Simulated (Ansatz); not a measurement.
**KTaCl3 (Pm-3m): the Drude term of Re ε in the infrared**

Re ε of KTaCl3 (Pm-3m) at low photon energies is read from one computed spectrum; the carriers' damping was typed as γ = 0.1 eV.

Cell: a, b, c = 4.967, 4.967, 4.967 Å (primitive vectors), 5 atoms.

Method: Ansatz 0.2.0, PBE, independent particles, k-mesh 7×7×7 with interpolation inside its cells, Gaussian parameter 0.15 eV.

Launch of the response step: `ansatz run input.yaml --threads 2 --pin off --max-ram 5120MiB --backend cpu --events-out ev --progress --plain --runs-dir out`. The run took 2.3 min, on 2 threads of AMD EPYC 7R43 64-Core Processor (Zen 3) (shared host).

```tsv
photon energy E (eV)	wavelength (µm)	Re ε
0.25	4.96	-257.6
0.30	4.13	?
0.35	3.54	-145.2
0.40	3.10	-112.6
0.50	2.48	-71.9
0.60	2.07	-49.0
0.70	1.77	-35.1
```

A Drude term over a constant background gives Re ε = ε_b − ωp²/(E² + γ²), linear in 1/(E² + γ²).

Working, on the rows shown:

| x = 1/(E² + γ²) (eV⁻²) | y = Re ε |
| --- | --- |
| 13.7931 | -257.6 |
| 7.54717 | -145.2 |
| 5.88235 | -112.6 |
| 3.84615 | -71.9 |
| 2.7027 | -49 |
| 2 | -35.1 |

Means: x̄ = 5.9619, ȳ = -111.9. Σ(x − x̄)(y − ȳ) = -1788, Σ(x − x̄)² = 94.64. Slope = -1788 / 94.64 = -18.89; intercept = ȳ − slope · x̄ = 0.71107. The line misses the rows shown by at most 3.4.

**Question.** What does the fit predict for the withheld row, and how well does it do?

**Answer.** At x = 10 the line gives y = -188.17. The run gave -191.0, so the interpolation is off by 2.8, 1.3 % of the range in the table.

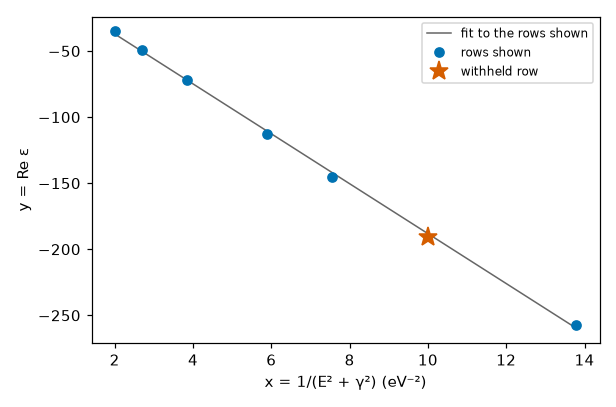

Refitted with all rows, the slope is -18.98 and the intercept 0.89625. These give ωp = √(−slope) = 4.36 eV, against 4.26 eV from the program's Fermi-surface sum, and an intercept of 0.9. Taking the program's Drude term off the rows leaves -8 at the lowest energy and 1 at the highest, so the background isn't constant: interband transitions lie in or near the window, and neither fitted number can be trusted. The structure is a model and need not exist. The values come from a sum over the points of one k-mesh and carry its error, which is largest for Fermi-surface quantities. Spin-orbit coupling is left out.

[Logs are printed without paths, hosts, clocks, repeated set-up lines and the standing remarks that a program may print on its own settings, such as how far it seeks lower states.]
